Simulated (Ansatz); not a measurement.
# Cl2F2Zr: molecular dynamics

The plan is to follow the molecule's vibrations and see whether its bonds hold. The start is relaxed first. Runs: 300 steps of 1 fs at constant energy, with velocities drawn for 500 K.

Method: RKS B3LYP-D4/def2-SVP, in Ansatz 0.2.0.

## 1. The structure to begin with

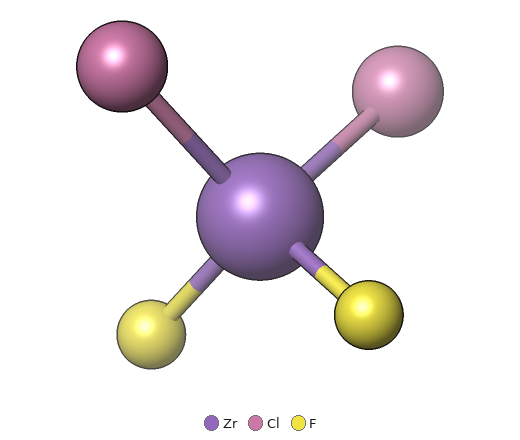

Start, viewed from a free direction; zirconium purple, chlorine pink, fluorine yellow.

As a file:

```xyz
5

Zr    0.0000    0.0000    0.0000
Cl    0.0000    0.0000    2.5200
F     1.8671    0.0000   -0.6593
Cl   -1.1869    2.0563   -0.8392
F    -0.9326   -1.6157   -0.6593
```

## 2. Preparing the start

Input file input.yaml:

```yaml
crystal:
  periodic: [false, false, false]
  atoms:
    - { symbol: Zr, position_ang: [0.0, 0.0, 0.0] }
    - { symbol: Cl, position_ang: [0.0, 0.0, 2.52] }
    - { symbol: F, position_ang: [1.8671, 0.0, -0.6593] }
    - { symbol: Cl, position_ang: [-1.1869, 2.0563, -0.8392] }
    - { symbol: F, position_ang: [-0.9326, -1.6157, -0.6593] }
basis:
  gaussian: { orbitals: def2-SVP }
hamiltonian:
  xc: b3lyp
  dispersion: d4
relax:
  f_tol: 0.02
  max_steps: 40
```

On the command line:

```bash
$ ansatz run input.yaml --threads 1 --pin off --max-ram 2048MiB --backend cpu --events-out ev --progress --plain --runs-dir out
```

Log, cut to the lines that bear on the results:

```text
Warning: RAYON_NUM_THREADS=1 ignored (pool sized by the plan → 1); use --threads N
[...]
Functional definition: B3LYP
[...]
969 factors; integrals over basis functions are off by at most 2.4e-4 eV
[...]
mean field -31757.04550401 eV, -1167.0498965739 hartree, gradient 1.6e-5 eV, S^2 0.000000; 0 other end points of the search recorded, 0 dependent functions left out
[...]
reference -31757.04581972 eV, -1167.0499081760 hartree; 32, 32 occupied and 63, 63 virtual orbitals, 969 factors
relax step   1: F+E_penalty+E_count = -31757.25701887 eV  Δ(F+E_penalty+E_count) = +0.000e0 eV  max|allowed force component| = 2.233e0 eV/Å  Δτ_max = 0.0000 Å  (29 SCF iters, accepted)
[...]
relax step   4: F+E_penalty+E_count = -31757.88825389 eV  Δ(F+E_penalty+E_count) = -1.738e-3 eV  max|allowed force component| = 2.075e-2 eV/Å  Δτ_max = 0.0329 Å  (32 SCF iters, accepted)
[...]
relax step   5: F+E_penalty+E_count = -31757.88827107 eV  Δ(F+E_penalty+E_count) = -1.718e-5 eV  max|allowed force component| = 2.319e-3 eV/Å  Δτ_max = 0.0016 Å  (25 SCF iters, accepted)
969 factors; integrals over basis functions are off by at most 4.0e-4 eV
mean field -31757.65741989 eV, -1167.0723840675 hartree, gradient 1.0e-5 eV, S^2 0.000000; 1 other end points of the search recorded, 0 dependent functions left out
[...]
reference -31757.65772914 eV, -1167.0723954323 hartree; 32, 32 occupied and 63, 63 virtual orbitals, 969 factors
Total energy: -31757.88858033 eV, -1167.0808790569 hartree
Atom 0 at    -0.011540     0.020687     0.017386 Å, force     0.001049    -0.001774    -0.001456 eV/Å
Atom 1 at    -0.003744     0.006711     2.364957 Å, force     0.000022    -0.000038     0.000129 eV/Å
Atom 2 at     1.771837     0.009624    -0.619674 Å, force    -0.002319    -0.000181     0.000711 eV/Å
Atom 3 at    -1.115412     1.932807    -0.780490 Å, force    -0.000055     0.000096    -0.000085 eV/Å
Atom 4 at    -0.893541    -1.529229    -0.619980 Å, force     0.001304     0.001897     0.000702 eV/Å
Dipole moment:     0.003010    -0.005214    -0.004255 e Å
```

Wall time 37 s (1 thread of Arm Neoverse V1, shared host); peak memory 0.21 GiB.

Relaxation path:

| step | energy from step 1 (eV) | largest force component (eV/Å) |
| --- | --- | --- |
| 1 | 0.0000 | 2.2333 |
| 2 | -0.5741 | 1.0293 |
| 3 | -0.6295 | 0.0524 |
| 4 | -0.6312 | 0.0208 |
| 5 | -0.6313 | 0.0023 |

Step 1 is the start.

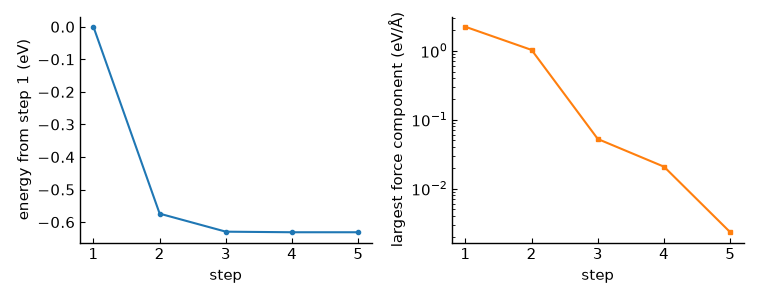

How energy and force went from step to step.

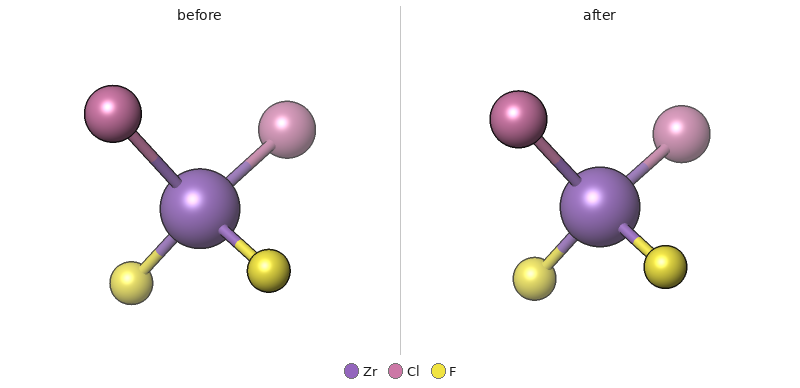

The structure before (left) and after (right), drawn at the same scale.

After: Bond lengths: Zr1–Cl2 2.348 Å, Zr1–F3 1.894 Å, Zr1–Cl4 2.348 Å, Zr1–F5 1.894 Å. Angles: Cl2–Zr1–F3 109.5°, Cl2–Zr1–Cl4 110.3°, Cl2–Zr1–F5 109.5°, F3–Zr1–Cl4 109.5°, F3–Zr1–F5 108.7°, Cl4–Zr1–F5 109.5°.

## 3. Dynamics

300 steps of 1 fs at constant energy, with velocities drawn for 500 K, from the relaxed start.

Input file input.yaml:

```yaml
crystal:
  periodic: [false, false, false]
  atoms:
    - { symbol: Zr, position_ang: [-0.01154, 0.020687, 0.017386] }
    - { symbol: Cl, position_ang: [-0.003744, 0.006711, 2.364957] }
    - { symbol: F, position_ang: [1.771837, 0.009624, -0.619674] }
    - { symbol: Cl, position_ang: [-1.115412, 1.932807, -0.78049] }
    - { symbol: F, position_ang: [-0.893541, -1.529229, -0.61998] }
basis:
  gaussian: { orbitals: def2-SVP }
hamiltonian:
  xc: b3lyp
  dispersion: d4
md:
  timestep: 1.0
  n_steps: 300
  ensemble: nve
  temperature: 500.0
  initial_velocities: maxwell_boltzmann
  seed: 719431
```

On the command line:

```bash
$ ansatz run input.yaml --threads 1 --pin off --max-ram 2048MiB --backend cpu --events-out ev --progress --plain --runs-dir out
```

Log, cut to the lines that bear on the results:

```text
Warning: RAYON_NUM_THREADS=1 ignored (pool sized by the plan → 1); use --threads N
[...]
[... 1 set-up line as earlier in the session ...]
[...]
969 factors; integrals over basis functions are off by at most 2.1e-4 eV
[...]
mean field -31757.65741833 eV, -1167.0723840104 hartree, gradient 1.6e-5 eV, S^2 0.000000; 0 other end points of the search recorded, 0 dependent functions left out
[...]
reference -31757.65772759 eV, -1167.0723953753 hartree; 32, 32 occupied and 63, 63 virtual orbitals, 969 factors
md step     0: t =     0.00 fs  T =   500.0 K  F+E_penalty+E_count = -31757.88826951 eV  E_kin = 0.193890 eV  conserved = -31757.69437952 eV  (28 SCF iters)
[...]
md step    18: t =    18.00 fs  T =   322.2 K  F+E_penalty+E_count = -31757.81921874 eV  E_kin = 0.124932 eV  conserved = -31757.69428670 eV  (33 SCF iters, 3 dispersion substeps)
[...]
md step    36: t =    36.00 fs  T =   121.4 K  F+E_penalty+E_count = -31757.74123960 eV  E_kin = 0.047060 eV  conserved = -31757.69417928 eV  (26 SCF iters, 3 dispersion substeps)
[...]
md step    54: t =    54.00 fs  T =    70.5 K  F+E_penalty+E_count = -31757.72154649 eV  E_kin = 0.027350 eV  conserved = -31757.69419607 eV  (26 SCF iters, 3 dispersion substeps)
[...]
md step    70: t =    70.00 fs  T =   285.9 K  F+E_penalty+E_count = -31757.80523300 eV  E_kin = 0.110875 eV  conserved = -31757.69435751 eV  (33 SCF iters, 3 dispersion substeps)
md step    71: t =    71.00 fs  T =   294.3 K  F+E_penalty+E_count = -31757.80846820 eV  E_kin = 0.114118 eV  conserved = -31757.69435013 eV  (33 SCF iters, 3 dispersion substeps)
```

## 4. The log goes on: dynamics from the start

Output, continued, cut to the lines that bear on the results:

```text
md step    72: t =    72.00 fs  T =   299.0 K  F+E_penalty+E_count = -31757.81027157 eV  E_kin = 0.115934 eV  conserved = -31757.69433756 eV  (33 SCF iters, 3 dispersion substeps)
[...]
md step    94: t =    94.00 fs  T =   409.6 K  F+E_penalty+E_count = -31757.85316025 eV  E_kin = 0.158816 eV  conserved = -31757.69434469 eV  (33 SCF iters, 3 dispersion substeps)
[...]
md step   116: t =   116.00 fs  T =   361.5 K  F+E_penalty+E_count = -31757.83452521 eV  E_kin = 0.140173 eV  conserved = -31757.69435225 eV  (33 SCF iters, 3 dispersion substeps)
[...]
md step   138: t =   138.00 fs  T =   130.0 K  F+E_penalty+E_count = -31757.74468503 eV  E_kin = 0.050430 eV  conserved = -31757.69425460 eV  (26 SCF iters, 3 dispersion substeps)
[...]
md step   160: t =   160.00 fs  T =   174.9 K  F+E_penalty+E_count = -31757.76207642 eV  E_kin = 0.067819 eV  conserved = -31757.69425767 eV  (25 SCF iters, 3 dispersion substeps)
md step   161: t =   161.00 fs  T =   192.1 K  F+E_penalty+E_count = -31757.76876284 eV  E_kin = 0.074482 eV  conserved = -31757.69428063 eV  (26 SCF iters, 3 dispersion substeps)
```

## 5. More of the same log: dynamics from the start

Output, continued, cut to the lines that bear on the results:

```text
md step   162: t =   162.00 fs  T =   208.4 K  F+E_penalty+E_count = -31757.77510254 eV  E_kin = 0.080801 eV  conserved = -31757.69430155 eV  (26 SCF iters, 3 dispersion substeps)
[...]
md step   181: t =   181.00 fs  T =   248.1 K  F+E_penalty+E_count = -31757.79040180 eV  E_kin = 0.096223 eV  conserved = -31757.69417895 eV  (25 SCF iters, 3 dispersion substeps)
[...]
md step   200: t =   200.00 fs  T =   399.7 K  F+E_penalty+E_count = -31757.84921841 eV  E_kin = 0.154988 eV  conserved = -31757.69423045 eV  (33 SCF iters, 3 dispersion substeps)
[...]
md step   219: t =   219.00 fs  T =   301.4 K  F+E_penalty+E_count = -31757.81114433 eV  E_kin = 0.116862 eV  conserved = -31757.69428234 eV  (26 SCF iters, 3 dispersion substeps)
[...]
md step   299: t =   299.00 fs  T =   337.8 K  F+E_penalty+E_count = -31757.82516774 eV  E_kin = 0.130999 eV  conserved = -31757.69416873 eV  (26 SCF iters, 3 dispersion substeps)
[...]
md step   300: t =   300.00 fs  T =   344.9 K  F+E_penalty+E_count = -31757.82791116 eV  E_kin = 0.133731 eV  conserved = -31757.69418001 eV  (29 SCF iters, 3 dispersion substeps)
Total energy: -31757.82821916 eV, -1167.0786608249 hartree
Atom 0 at    -0.001080     0.009104    -0.019548 Å, force    -0.534634     0.450453     1.580079 eV/Å
Atom 1 at    -0.023650     0.043745     2.368043 Å, force     0.031940    -0.058946    -0.530947 eV/Å
Atom 2 at     1.768965    -0.003529    -0.588298 Å, force     1.053071    -0.018578    -0.446189 eV/Å
Atom 3 at    -1.115791     1.925754    -0.712349 Å, force    -0.173010     0.342832    -0.248189 eV/Å
Atom 4 at    -0.903045    -1.516400    -0.606921 Å, force    -0.377367    -0.715761    -0.354754 eV/Å
Dipole moment:     0.036212    -0.034425    -0.153390 e Å
```

Run time: 31 min. Hardware: 1 thread of Arm Neoverse V1, shared host; peak memory 0.21 GiB.

## 6. What the atoms did

The trajectory, every 22 steps (energies from step 0):

| time (fs) | T (K) | potential energy change (meV/atom) | total energy change (meV/atom) |
| --- | --- | --- | --- |
| 0.0 | 500 | 0.0 | 0.00 |
| 22.0 | 315 | 14.3 | 0.01 |
| 44.0 | 168 | 25.8 | 0.01 |
| 66.0 | 214 | 22.2 | 0.01 |
| 88.0 | 358 | 11.1 | 0.02 |
| 110.0 | 327 | 13.4 | 0.03 |
| 132.0 | 104 | 30.7 | 0.04 |
| 154.0 | 103 | 30.8 | 0.04 |
| 176.0 | 209 | 22.6 | 0.04 |
| 198.0 | 428 | 5.6 | 0.02 |
| 220.0 | 282 | 16.9 | 0.02 |
| 242.0 | 156 | 26.7 | 0.01 |
| 264.0 | 207 | 22.7 | 0.01 |
| 286.0 | 401 | 7.7 | 0.01 |
| 300.0 | 345 | 12.1 | 0.04 |

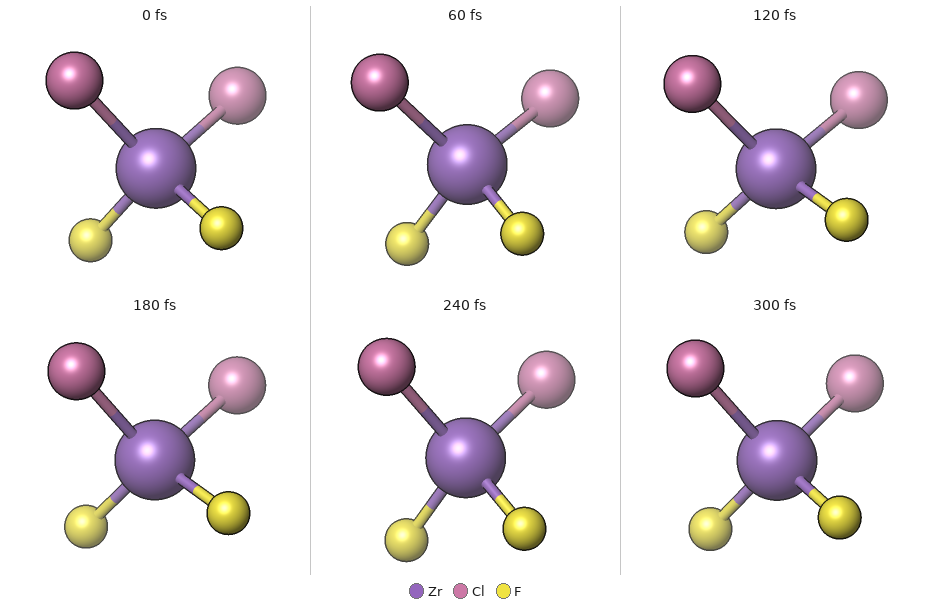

The system at six times, viewed from a free direction. Sticks join atoms within a bonding distance in each frame.

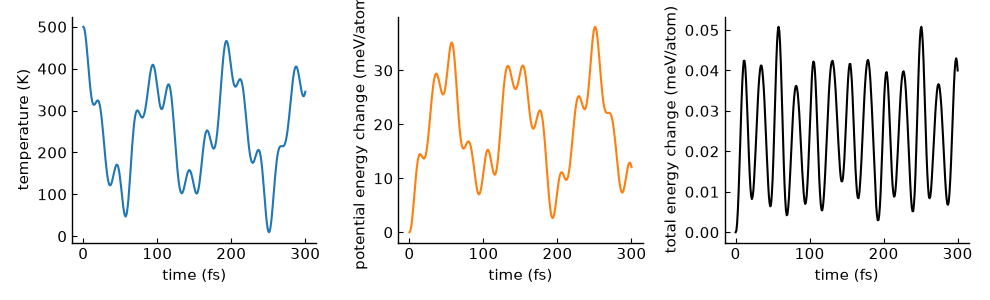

Traces against time; each panel has its own scale.

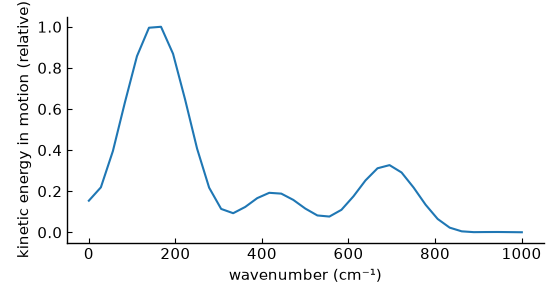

Power spectrum of the mass-weighted velocities; a run of 300 fs resolves no finer than about 220 cm⁻¹.

Maxima of the velocity power spectrum (cm⁻¹, relative height; resolution about 220 cm⁻¹): 170 (100), 420 (19), 690 (33).

## 7. Snapshots as a file

Extended XYZ, with forces in eV/Å:

```xyz
5
time_fs=38.0 T=126 dE=0.1452
Zr   -0.039    0.075    0.055    0.815   -1.134   -1.038
Cl    0.032   -0.054    2.409   -0.062    0.095   -0.176
F     1.727   -0.174   -0.675   -0.814    0.527    0.533
Cl   -1.146    1.967   -0.857    0.166   -0.256    0.205
F    -0.725   -1.555   -0.685   -0.105    0.767    0.475
5
time_fs=75.0 T=297 dE=0.0790
Zr   -0.039    0.079    0.049    0.778   -1.201   -0.503
Cl    0.048   -0.082    2.404   -0.088    0.143   -0.192
F     1.743   -0.104   -0.635   -0.652    0.333    0.330
Cl   -1.130    1.934   -0.877   -0.054    0.138    0.053
F    -0.799   -1.529   -0.650    0.015    0.588    0.311
5
time_fs=112.0 T=347 dE=0.0595
Zr   -0.005    0.018    0.024   -0.705    0.858    0.207
Cl    0.037   -0.066    2.361   -0.033    0.065    0.159
F     1.774    0.123   -0.550    0.661   -0.174   -0.323
Cl   -1.113    1.916   -0.866    0.151   -0.218    0.218
F    -1.008   -1.460   -0.557   -0.073   -0.530   -0.261
5
time_fs=150.0 T=116 dE=0.1491
Zr    0.006   -0.010   -0.010   -0.547    0.560    1.157
Cl    0.010   -0.022    2.347   -0.003    0.023   -0.117
F     1.787    0.230   -0.527    0.915   -0.271   -0.474
Cl   -1.076    1.877   -0.796   -0.263    0.440   -0.141
F    -1.093   -1.444   -0.520   -0.102   -0.753   -0.426
5
time_fs=188.0 T=403 dE=0.0375
Zr    0.000   -0.010    0.012    0.030    0.120   -0.672
Cl   -0.022    0.035    2.338    0.030   -0.047    0.265
F     1.807    0.102   -0.622   -0.563   -0.194    0.185
Cl   -1.101    1.937   -0.746    0.113   -0.258    0.081
F    -0.977   -1.538   -0.606    0.389    0.379    0.141
5
time_fs=225.0 T=198 dE=0.1175
Zr   -0.025    0.032    0.011    1.043   -1.386   -0.277
Cl   -0.042    0.073    2.388    0.036   -0.074   -0.464
F     1.760   -0.140   -0.711   -0.927    0.399    0.523
Cl   -1.115    1.960   -0.696   -0.152    0.225   -0.210
F    -0.745   -1.606   -0.700    0.000    0.836    0.428
5
time_fs=262.0 T=189 dE=0.1207
Zr   -0.014    0.021    0.026   -0.052    0.210   -0.843
Cl   -0.043    0.077    2.347    0.056   -0.108    0.443
F     1.721   -0.190   -0.698    0.131    0.371    0.184
Cl   -1.147    1.998   -0.699    0.279   -0.492    0.051
F    -0.699   -1.583   -0.704   -0.414    0.019    0.165
5
time_fs=300.0 T=345 dE=0.0604
Zr   -0.001    0.009   -0.019   -0.535    0.451    1.580
Cl   -0.024    0.044    2.368    0.032   -0.059   -0.531
F     1.769   -0.004   -0.588    1.053   -0.019   -0.446
Cl   -1.116    1.926   -0.712   -0.173    0.343   -0.248
F    -0.903   -1.516   -0.607   -0.377   -0.716   -0.355
```

## 8. Results

| quantity | value |
| --- | --- |
| relaxation of the start | 4 moves, 0.631 eV lower |
| length | 300 steps of 1 fs |
| temperature, first and last step | 500 and 345 K |
| temperature, second half | mean 255 K, from 9 to 466 K |
| potential energy, second half | +19 meV/atom from the start |
| largest change of the total energy | 0.05 meV/atom |
| bonds formed or broken | 0 |

The temperature starts at 500 K and averages 255 K in the second half, where it ranges from 9 to 466 K; a mean near half the start is what vibrations about a minimum give, since they share energy equally between motion and strain. The total energy strays from its start by at most 0.05 meV/atom, 0.3 % of the mean kinetic energy, which is good for a step of 1 fs. No bond forms or breaks. A run of 300 fs with 5 atoms shows the motion but fixes no equilibrium value.
